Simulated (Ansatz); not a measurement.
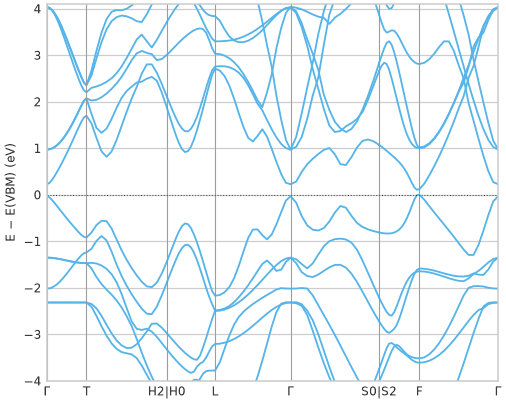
Band structure from plane-wave PAW PBEsol (Ansatz code)

The gap is 0.10 eV; an edge lies off the plotted path or next to a special point (maximum at F, minimum off the standard path).

The material is SnTePbSe in space group R3m (No. 160; Sn on 3a, Te on 3a, Pb on 3a, Se on 3a).

The workflow started from a Materials Project entry (that database holds measured and hypothetical structures alike); the Crystallography Open Database copy checked does not list it. Whether it is the stable phase at ambient conditions was not checked. The PBEsol relaxation kept the symmetry of its start; its stability against distortions is not shown here. Spin–orbit coupling is left out wherever it is not named.

Potentials: the later of the program's two PAW sets.
